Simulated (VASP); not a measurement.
Band structure of Cu3Pd (space group P4/mmm). All values below come from LDA (Ceperley-Alder, Perdew-Zunger), VASP's LDA PAW potentials (set 64) (plane waves; VASP).

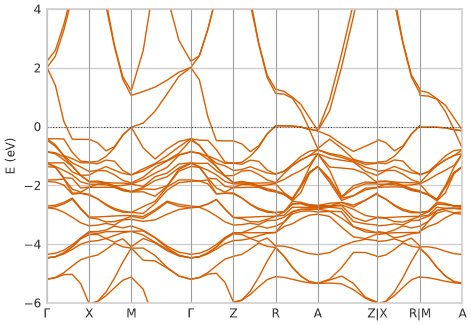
Bands along high-symmetry lines, zero at the valence-band maximum or, without a gap, the Fermi level

### Question
Read the plot: is there a gap, and where are the band edges?

### Answer
It has no gap at this level: it comes out as a metal or semimetal.

The structure comes from a measured Cu3Pd entry of the Crystallography Open Database, whose conditions weren't checked. The cell was not relaxed at this level. The electron count is odd and the run is not spin-polarised, which forces a metal.
